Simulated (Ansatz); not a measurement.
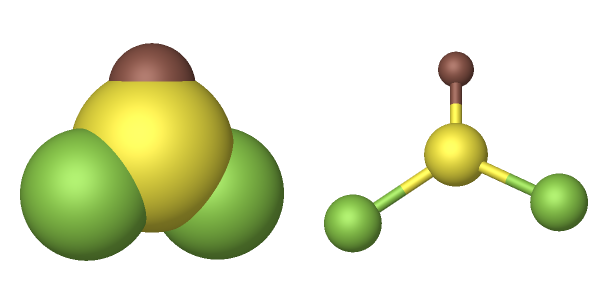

Two views of one molecule. Colours: aluminium yellow, hydrogen brown, chlorine green.

Identify the structure.

It has 4 atoms: 1 aluminium, 2 chlorine and 1 hydrogen (AlCl2H). This geometry has C2v symmetry. All atoms lie on one plane. Coordination: 1 Al trigonal planar.

The parts below concern this one geometry. Atoms keep their numbers from picture to picture. The computed structure is the end point of a PBE0-D4/def2-TZVP optimisation.

### Geometry

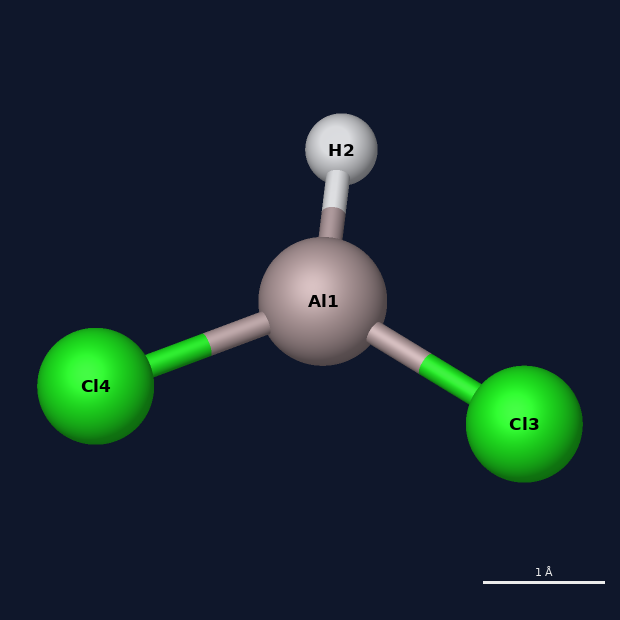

Numbered structure.

Which atoms are bonded, and how long are the bonds?

```json
{"bond": "Al1–H2", "length (Å)": "1.563"}
{"bond": "Al1–Cl3", "length (Å)": "2.082"}
{"bond": "Al1–Cl4", "length (Å)": "2.082"}
```

### Vibrations

Harmonic vibrations computed with RKS PBE0-D4/def2-TZVP (Ansatz 0.2.0) at a stationary point of the same level.

> List the wavenumbers.

6 modes: 160, 451, 482, 585, 658, 2014 cm⁻¹.

### Charges

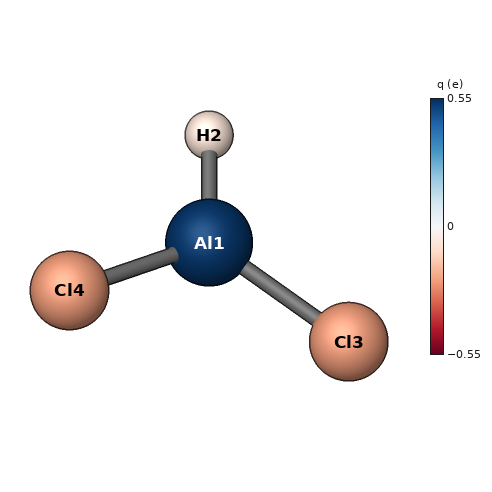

Atoms are coloured by their Mulliken charges. Method: RKS PBE0-D4/def2-TZVP (Ansatz 0.2.0).

List the Mulliken charges.

```json
{"atom": "Al1", "value (e)": "0.53"}
{"atom": "H2", "value (e)": "−0.07"}
{"atom": "Cl3", "value (e)": "−0.23"}
{"atom": "Cl4", "value (e)": "−0.23"}
```

### Dipole moment

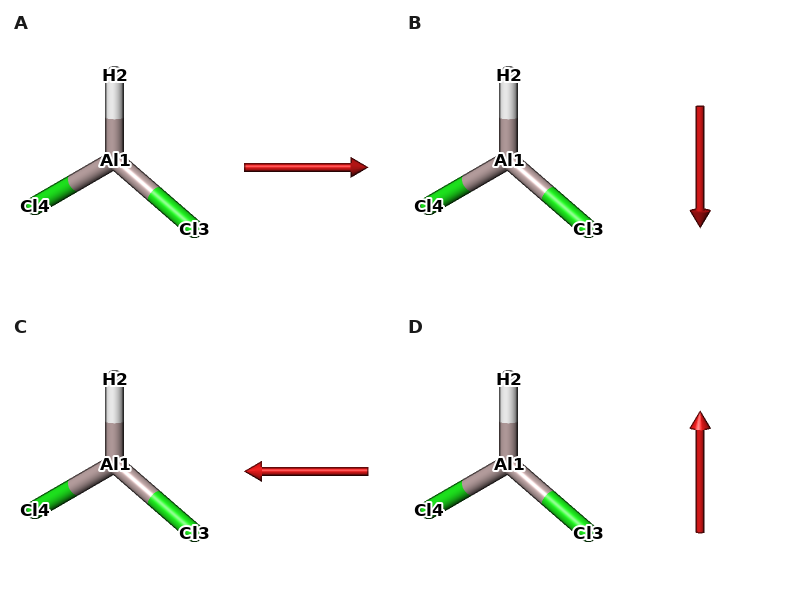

The same molecule four times, each with an arrow. Method: RKS PBE0-D4/def2-TZVP (Ansatz 0.2.0).

> Which arrow points along the dipole moment, from the negative to the positive end?

D. The dipole moment is 1.02 D; it points from the side of Cl3, Cl4 to the side of H2 (the outermost atoms at the two ends).

Mulliken values depend strongly on the basis set and can even reverse the polarity of a bond.
